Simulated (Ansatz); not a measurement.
# Os: response to strain

Consider Os in the hcp (Mg type) structure (space group P6_3/mmc, No. 194; a = 2.7290 Å, c = 4.3091 Å; relaxed with 0.1 eV smearing). Axes: x lies along a and z along c of the hexagonal cell.

Strains are applied to the cell and any free atomic positions relax; under biaxial strain the out-of-plane vector relaxes too.

All numbers come from plane-wave PAW DFT at the PBEsol level (Ansatz, an electronic-structure program, 420 eV), without spin-orbit coupling.

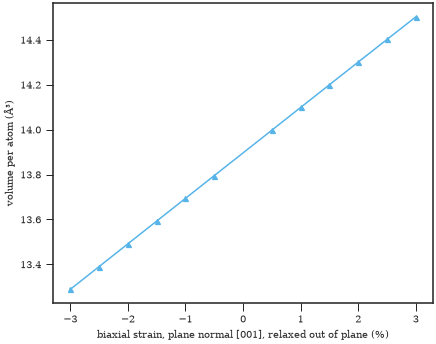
Figure: Volume per atom against biaxial strain, plane normal [001], relaxed out of plane

```tsv
biaxial strain, plane normal [001], relaxed out of plane (%)	volume per atom
-3	13.29 Å³
-2.5	13.39 Å³
-2	13.49 Å³
-1.5	13.59 Å³
-1	13.69 Å³
-0.5	13.80 Å³
0.5	14.00 Å³
1	14.10 Å³
1.5	14.20 Å³
2	14.30 Å³
2.5	14.40 Å³
3	14.50 Å³
```

Stability against distortions was not tested. The final runs are not spin-polarised.
